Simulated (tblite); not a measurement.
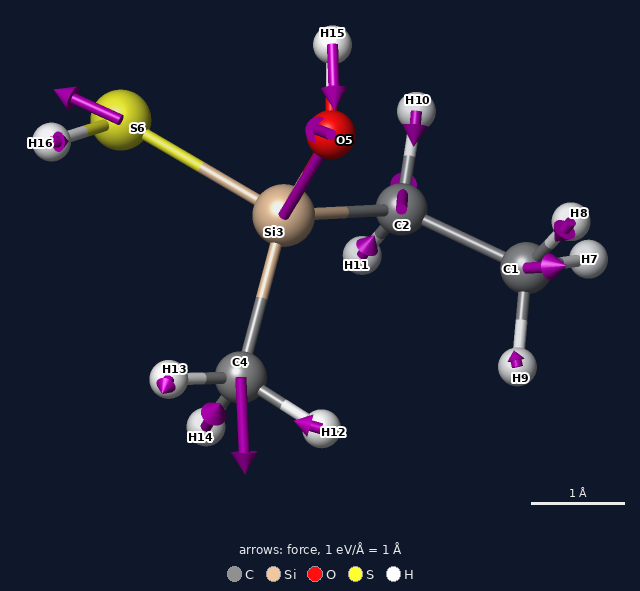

Starting geometry of C3H10OSSi with the computed forces as purple arrows. Style: ball-and-stick. Shown at a tilt.

Theory: GFN2-xTB geometry optimisation, gas phase in tblite. 

### Is this structure relaxed? If not, where do the atoms go?

It isn't relaxed: the largest force vector, on Si3, is 1.60 eV/Å. The final displacements have little in common with the starting forces (cosine between the two patterns 0.24). The largest move after the best rigid fit is that of H15, 0.27 Å. Largest moves by element: H 0.27 Å, O 0.14 Å, S 0.14 Å, C 0.09 Å, Si 0.05 Å. Some distances before and after: Si3–S6 2.136 → 2.179 Å, Si3–C4 1.853 → 1.894 Å, Si3–O5 1.671 → 1.631 Å, C2–Si3 1.870 → 1.900 Å. Among the angles between lasting bonds that change: C4–Si3–O5 112.4° → 104.1°, Si3–O5–H15 116.3° → 122.3°, O5–Si3–S6 104.3° → 108.9°. Over 48 geometry steps the energy falls by 3.42 kcal/mol.
